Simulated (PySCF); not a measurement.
**C₃H₈O₂Si: electronic excitations at several levels of theory, part 1 of 2**

Aim: compute the electronic excitations of C₃H₈O₂Si (`COC[SiH2]C=O`) at several levels, and see how far they spread and what each costs.

Programs: PySCF 2.14.0, with density-fitted response routines of our own. Each step states its level of theory. These are calculated values for one molecule in the gas phase, unless marked as measured. Atoms count from 0, in the outputs and in this text.

## 1. The molecule as given

14 atoms, charge 0, multiplicity 1; geometry from: GFN2-xTB.

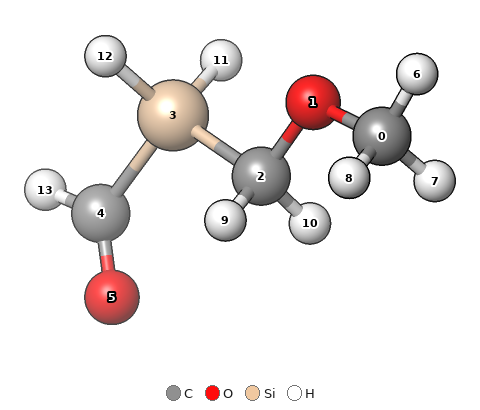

As it starts; carbon grey, oxygen red, silicon light orange, hydrogen white, atoms numbered.

## 2. Relaxing the molecule at PBE0-D3(BJ)/def2-SVP

Job settings and geometry (Å):

```
{"job": {"xc": "PBE0", "basis": "def2-SVP", "d3": "d3bj", "grid": 1, "kind": "geom"}, "charge": 0, "multiplicity": 1}
C     -2.526761     0.190396     0.545807
O     -1.230181    -0.301837     0.766213
C     -0.281594     0.193269    -0.161129
Si     1.384467    -0.589375     0.313821
C      2.708023     0.058878    -0.927386
O      2.475846     0.823106    -1.829135
H     -3.165508    -0.252148     1.308018
H     -2.893420    -0.091137    -0.449563
H     -2.555970     1.284116     0.632433
H     -0.246933     1.292056    -0.117034
H     -0.581365    -0.069319    -1.186714
H      1.352735    -2.047716     0.190896
H      1.811080    -0.184694     1.654428
H      3.748904    -0.306068    -0.787711
```

Log:

```text
step   0  E = -558.30684775  max force = 0.014734
step   1  E = -558.30907862  max force = 0.003674
step   2  E = -558.30915718  max force = 0.000767
step   3  E = -558.30916604  max force = 0.001096
step   4  E = -558.30917459  max force = 0.000377
optimisation converged
```

Wall time 33 s (1 thread, shared host).

Step by step:

```csv
step,energy from step 0 (eV),largest force component (eV/Å)
0,0.0000,0.7577
1,-0.0607,0.1889
2,-0.0628,0.0394
3,-0.0631,0.0564
4,-0.0633,0.0194
```

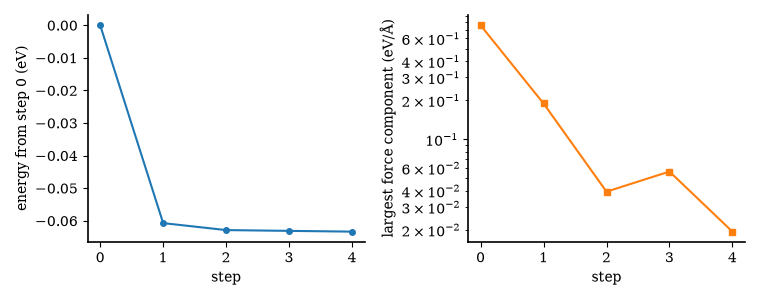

Energy and force, step by step.

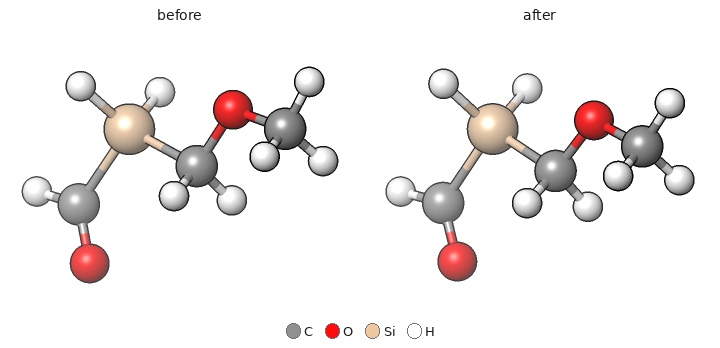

Before and after, at one scale.

Distances of close pairs at the start and the end, largest changes first:

```csv
bond,before (Å),after (Å),change (Å)
Si3–H11,1.464,1.494,+0.031
Si3–H12,1.464,1.494,+0.030
O1–C2,1.416,1.399,-0.017
C4–H13,1.112,1.127,+0.015
C2–Si3,1.901,1.887,-0.014
C0–H8,1.098,1.108,+0.011
C0–H7,1.097,1.108,+0.011
C2–H9,1.100,1.111,+0.010
```

The end geometry stands in the next job.

```csv
at the end point,value
point group (found at 0.08 Å tolerance),Cs
"rotational constants (GHz, main isotopes)","6.689, 1.290, 1.111"
dipole moment (D),0.86
```

## 3. Excited states and response: HF/def2-SVPD

Job settings and geometry (Å):

```
{"job": {"kind": "uv", "xc": "HF", "basis": "def2-SVPD", "ip": true}, "charge": 0, "multiplicity": 1}
C     -2.611262     0.258714     0.457750
O     -1.389623    -0.341657     0.763831
C     -0.358486     0.026247    -0.106537
Si     1.228347    -0.852238     0.415586
C      2.572779    -0.286625    -0.851428
O      2.284234     0.447042    -1.766815
H     -3.353754    -0.095006     1.186394
H     -2.957679    -0.008402    -0.560310
H     -2.554436     1.363831     0.517710
H     -0.179440     1.122357    -0.104556
H     -0.585633    -0.237226    -1.161039
H      1.101214    -2.339712     0.346650
H      1.663674    -0.471671     1.793448
H      3.635373    -0.644969    -0.739237
```

Level: TDDFT HF/def2-SVPD, vertical, gas phase, core orbitals frozen in the response.

Log:

```text
final grid: 110944 points
cycle   1  E = -556.4200470390  dE =  7.417e-01  |g| = 8.130e-01  |ddm| = 4.136e+00
cycle   2  E = -556.5213558262  dE = -1.013e-01  |g| = 6.157e-01  |ddm| = 1.251e+00
cycle   3  E = -556.5919478067  dE = -7.059e-02  |g| = 8.496e-02  |ddm| = 6.364e-01
cycle   4  E = -556.5946588888  dE = -2.711e-03  |g| = 3.418e-02  |ddm| = 2.049e-01
cycle   5  E = -556.5950529684  dE = -3.941e-04  |g| = 1.020e-02  |ddm| = 7.409e-02
cycle   6  E = -556.5951155952  dE = -6.263e-05  |g| = 5.772e-03  |ddm| = 2.375e-02
cycle   7  E = -556.5951354195  dE = -1.982e-05  |g| = 1.947e-03  |ddm| = 1.485e-02
cycle   8  E = -556.5951377695  dE = -2.350e-06  |g| = 4.493e-04  |ddm| = 4.709e-03
cycle   9  E = -556.5951379278  dE = -1.583e-07  |g| = 1.073e-04  |ddm| = 1.388e-03
cycle  10  E = -556.5951379357  dE = -7.905e-09  |g| = 3.292e-05  |ddm| = 3.530e-04
cycle  11  E = -556.5951379364  dE = -6.725e-10  |g| = 8.301e-06  |ddm| = 1.047e-04
converged SCF energy = -556.5951379364

Static polarisability (au): isotropic 67.345, principal 55.840 68.097 78.100

Singlet excitations
state   eV       nm        f      main configurations
  1   3.6184    342.6   0.00049   H->L+1 0.79
  2   8.0883    153.3   0.03821   H->L 0.47, H->L+3 0.29
  3   8.4549    146.6   0.06205   H->L+2 0.42, H->L+4 0.36
  4   8.8742    139.7   0.00044   H-7->L+1 0.49, H-8->L+1 0.12, H-9->L+1 0.09
  5   9.0005    137.8   0.21098   H-5->L+1 0.41, H-3->L+1 0.25
  6   9.0273    137.3   0.02628   H-1->L+2 0.50, H-1->L 0.15, H-1->L+8 0.12
  7   9.3071    133.2   0.00712   H-2->L+1 0.62
  8   9.3715    132.3   0.12860   H-2->L+2 0.34, H-2->L+4 0.12
  9   9.5698    129.6   0.05828   H->L+5 0.37, H->L+3 0.17, H->L 0.15
 10   9.7819    126.7   0.04554   H-2->L 0.36, H-2->L+5 0.09, H->L+3 0.09

Triplet excitations (Tamm-Dancoff, eV): 2.8942 4.9224 7.6440 7.8427
Vertical ionisation energy (delta-SCF) = 8.4895 eV
```

Wall time 26 s (1 thread, shared host).

Frontier orbitals and where they lie:

```csv
orbital,eV,atoms
HOMO−3,-13.14,"Si3 36 %, H12 22 %, H11 22 %"
HOMO−2,-12.25,"C2 32 %, Si3 22 %, O1 17 %"
HOMO−1,-11.80,"O1 52 %, C2 12 %, C0 12 %"
HOMO,-10.79,"O5 41 %, C4 25 %, Si3 14 %"
LUMO,2.41,"Si3 46 %, C4 13 %, H13 6 %"
LUMO+1,2.47,"C4 32 %, O5 27 %, Si3 22 %"
LUMO+2,2.66,"C0 24 %, Si3 12 %, C2 10 %"
```

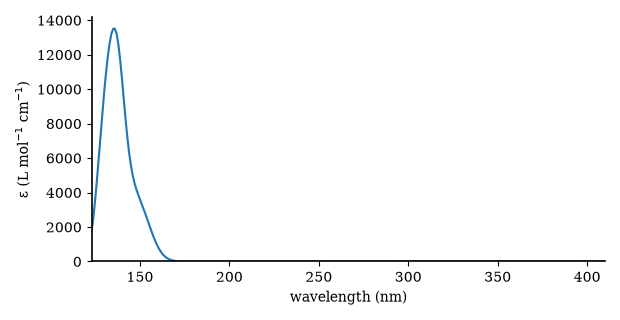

Absorption spectrum: each of the 10 states is a Gaussian band of 0.4 eV half-width at 1/e. Beyond the last state computed it falls off for lack of states.

Further results of this job:

```csv
property,computed
dipole moment (D),1.24
polarisability (Å³),9.98
HOMO–LUMO gap (eV),13.20
−ε(HOMO) (eV),10.79
```

## 4. Ultraviolet spectrum: LDA/def2-SVPD

Settings changed since step 3:

```diff
@@ -1,2 +1,2 @@
-{"job": {"kind": "uv", "xc": "HF", "basis": "def2-SVPD", "ip": true}, "charge": 0, "multiplicity": 1}
+{"job": {"kind": "uv", "xc": "LDA", "basis": "def2-SVPD", "ip": true}, "charge": 0, "multiplicity": 1}
 C     -2.611262     0.258714     0.457750
```

Level: TDDFT LDA/def2-SVPD, vertical, gas phase, core orbitals frozen in the response.

Log:

```text
coarse grid: 12016 points
cycle   1  E = -555.1403174718  dE =  4.871e-01  |g| = 8.847e-01  |ddm| = 4.595e+00
cycle   2  E = -553.9021083013  dE =  1.238e+00  |g| = 2.512e+00  |ddm| = 4.059e+00
cycle   3  E = -555.2864244342  dE = -1.384e+00  |g| = 3.060e-01  |ddm| = 3.551e+00
cycle   4  E = -555.2994085040  dE = -1.298e-02  |g| = 2.123e-01  |ddm| = 3.980e-01
cycle   5  E = -555.3078282834  dE = -8.420e-03  |g| = 5.233e-02  |ddm| = 1.784e-01
cycle   6  E = -555.3083427074  dE = -5.144e-04  |g| = 1.522e-02  |ddm| = 5.185e-02
cycle   7  E = -555.3084024113  dE = -5.970e-05  |g| = 2.778e-03  |ddm| = 2.002e-02
cycle   8  E = -555.3084039974  dE = -1.586e-06  |g| = 1.152e-03  |ddm| = 4.130e-03
final grid: 110944 points
cycle   9  E = -555.4107611006  dE = -3.877e-05  |g| = 3.396e-03  |ddm| = 8.868e-02
cycle  10  E = -555.4107530682  dE =  8.032e-06  |g| = 7.022e-03  |ddm| = 8.879e-03
cycle  11  E = -555.4107629599  dE = -9.892e-06  |g| = 2.096e-03  |ddm| = 6.109e-03
cycle  12  E = -555.4107638631  dE = -9.032e-07  |g| = 2.526e-04  |ddm| = 1.701e-03
cycle  13  E = -555.4107638770  dE = -1.398e-08  |g| = 7.426e-05  |ddm| = 3.925e-04
cycle  14  E = -555.4107638781  dE = -1.043e-09  |g| = 3.448e-05  |ddm| = 1.077e-04
cycle  15  E = -555.4107638783  dE = -2.260e-10  |g| = 7.616e-06  |ddm| = 3.069e-05
converged SCF energy = -555.4107638783

Static polarisability (au): isotropic 79.585, principal 63.131 79.740 95.884

Singlet excitations
state   eV       nm        f      main configurations
  1   3.0205    410.5   0.00041   H->L 1.00
  2   3.2279    384.1   0.00273   H-1->L 1.00
  3   4.4560    278.2   0.00090   H-2->L 1.00
  4   5.1725    239.7   0.01925   H->L+1 0.94
  5   5.4303    228.3   0.01108   H->L+2 0.97
  6   5.5097    225.0   0.00044   H-4->L 1.00
  7   5.6541    219.3   0.00349   H-1->L+1 0.99
  8   5.7312    216.3   0.05376   H-3->L 0.87
  9   5.9136    209.7   0.00479   H-1->L+2 0.99
 10   6.1242    202.4   0.00343   H->L+3 0.99

Triplet excitations (Tamm-Dancoff, eV): 2.4234 3.2102 4.4115 5.0107
Vertical ionisation energy (delta-SCF) = 9.7753 eV
Vertical electron affinity (delta-SCF) = -0.2005 eV
```

Wall time 2.1 min (1 thread, shared host).

In short: HOMO -5.77 eV, LUMO -3.07 eV; lowest singlet 3.02 eV.

## 5. TDDFT and polarisability: PBE/def2-SVPD

Settings changed since step 4:

```diff
@@ -1,2 +1,2 @@
-{"job": {"kind": "uv", "xc": "LDA", "basis": "def2-SVPD", "ip": true}, "charge": 0, "multiplicity": 1}
+{"job": {"kind": "uv", "xc": "PBE", "basis": "def2-SVPD", "ip": true}, "charge": 0, "multiplicity": 1}
 C     -2.611262     0.258714     0.457750
```

Method: TDDFT PBE/def2-SVPD, vertical, gas phase, core orbitals frozen in the response.

Log:

```text
coarse grid: 12016 points
cycle   1  E = -558.0018249308  dE =  4.871e-01  |g| = 8.840e-01  |ddm| = 4.593e+00
cycle   2  E = -556.7859536983  dE =  1.216e+00  |g| = 2.488e+00  |ddm| = 4.357e+00
cycle   3  E = -558.1463302292  dE = -1.360e+00  |g| = 3.036e-01  |ddm| = 3.921e+00
cycle   4  E = -558.1589518789  dE = -1.262e-02  |g| = 2.121e-01  |ddm| = 3.976e-01
cycle   5  E = -558.1674361510  dE = -8.484e-03  |g| = 4.784e-02  |ddm| = 1.775e-01
cycle   6  E = -558.1678694294  dE = -4.333e-04  |g| = 1.492e-02  |ddm| = 4.970e-02
cycle   7  E = -558.1679268558  dE = -5.743e-05  |g| = 2.550e-03  |ddm| = 1.922e-02
cycle   8  E = -558.1679281689  dE = -1.313e-06  |g| = 1.056e-03  |ddm| = 3.685e-03
final grid: 110944 points
cycle   9  E = -558.2823374377  dE =  2.011e-05  |g| = 2.130e-02  |ddm| = 1.050e-01
cycle  10  E = -558.2818127245  dE =  5.247e-04  |g| = 5.564e-02  |ddm| = 5.355e-02
cycle  11  E = -558.2824098688  dE = -5.971e-04  |g| = 9.032e-03  |ddm| = 4.154e-02
cycle  12  E = -558.2824271380  dE = -1.727e-05  |g| = 1.002e-03  |ddm| = 7.265e-03
cycle  13  E = -558.2824273484  dE = -2.104e-07  |g| = 2.818e-04  |ddm| = 1.091e-03
cycle  14  E = -558.2824273669  dE = -1.848e-08  |g| = 6.010e-05  |ddm| = 3.529e-04
cycle  15  E = -558.2824273678  dE = -8.783e-10  |g| = 2.023e-05  |ddm| = 8.890e-05
converged SCF energy = -558.2824273678

Static polarisability (au): isotropic 78.169, principal 61.894 78.326 94.288

Singlet excitations
state   eV       nm        f      main configurations
  1   3.1126    398.3   0.00044   H->L 1.00
  2   3.3787    367.0   0.00265   H-1->L 1.00
  3   4.6002    269.5   0.00093   H-2->L 1.00
  4   5.2628    235.6   0.01873   H->L+1 0.95
  5   5.4610    227.0   0.01592   H->L+2 0.97
  6   5.6760    218.4   0.00046   H-4->L 1.00
  7   5.7715    214.8   0.00430   H-1->L+1 0.99
  8   5.9139    209.6   0.03572   H-3->L 0.84
  9   5.9747    207.5   0.00485   H-1->L+2 0.99
 10   6.1194    202.6   0.00826   H->L+3 0.95

Triplet excitations (Tamm-Dancoff, eV): 2.4162 3.3615 4.5498 5.0731
Vertical ionisation energy (delta-SCF) = 8.9556 eV
Vertical electron affinity (delta-SCF) = -0.3616 eV
```

It took 2.3 min on 1 thread, shared host.

This run: HOMO -5.66 eV, LUMO -2.83 eV; lowest singlet 3.11 eV.

(Continued in part 2 of 2.)
